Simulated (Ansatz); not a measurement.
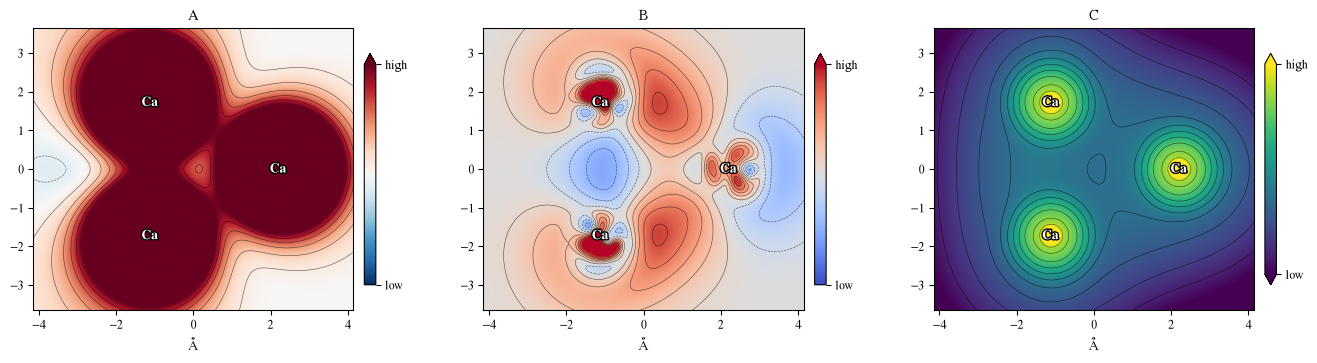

Ca2···Ca (triplet): 3 fields on the molecular plane, with unlabelled colour scales.

Geometry: PBE0/def2-TZVP; ⟨S²⟩ = 2.10, above the pure value of 2.00.

These are results of Ansatz, UKS PBE0/def2-TZVP, not measurements.

Q: Which field does each panel show? The fields are: electron density, electrostatic potential and spin density.

A: Panel A: electrostatic potential (strongly positive close to the atoms and fading to about zero outside). Panel B: spin density (confined to the atoms that carry the unpaired spin). Panel C: electron density. From the grid: Ca1···Ca2 (3.74 Å): the density falls to about 0.07 e/Å³ on the way. Ca–Ca (3.45 Å): the density is about 0.09 e/Å³ at the midpoint.
